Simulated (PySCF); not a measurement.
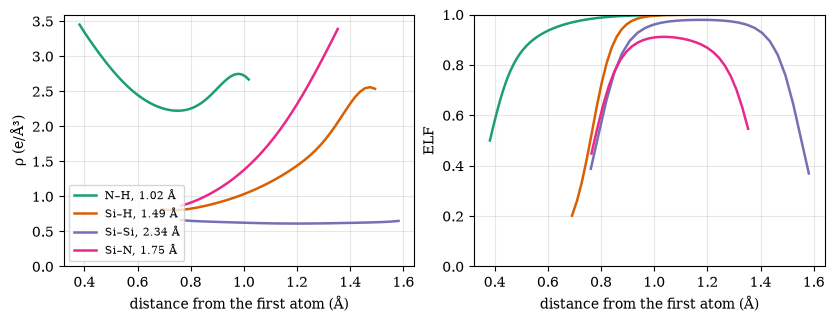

The picture shows: H₈NSi₃ (SMILES [SiH3]N[SiH][SiH3]) (doublet). Electron density and ELF along straight lines between neighbouring atoms. The curves leave out the atomic cores.

Geometry: PBE0-D3(BJ)/def2-SVP.

These are results of UKS B3LYP, IGLO-III on N Si, pcH-1 on H, non-relativistic, mean-field spin-orbit, GIAO (PySCF 2.14.0, density-fitted response routines), not measurements.

Input

```
{"job": {"kind": "epr"}, "charge": 0, "multiplicity": 2}
Si     0.706622    -1.253199    -0.522428
Si     2.020749     0.598348     0.054930
N     -1.005443    -0.896557    -0.459698
Si    -1.855923     0.206445     0.592699
H      1.017747    -1.741162    -1.909518
H      1.684713     1.846801    -0.703201
H      3.436583     0.216622    -0.244428
H      1.909814     0.890413     1.516856
H     -1.590220    -1.536940    -0.992962
H     -0.890227     1.277688     0.978867
H     -2.374855    -0.434639     1.841830
H     -3.018801     0.798615    -0.135004
```

Command:

```sh
OMP_NUM_THREADS=1 python cluster_run.py task.json out
```

Q: Compare the contacts.

A: N–H (1.02 Å): ρ is about 2.8 e/Å³ halfway; the ELF climbs to about 1 towards the hydrogen, as it does in any bond to H; an ordinary covalent bond to hydrogen.
Si–H (1.49 Å): ρ at the midpoint is about 0.8 e/Å³; the ELF climbs to about 1 towards the hydrogen.
Si–Si (2.34 Å): the density is about 0.61 e/Å³ at the midpoint; the ELF peaks at about 1 between the atoms, as expected for localised, covalent bonding.
Si–N (1.75 Å): the density is about 1 e/Å³ at the midpoint; the ELF peaks at about 0.90 between the atoms: a shared but strongly polarised pair.
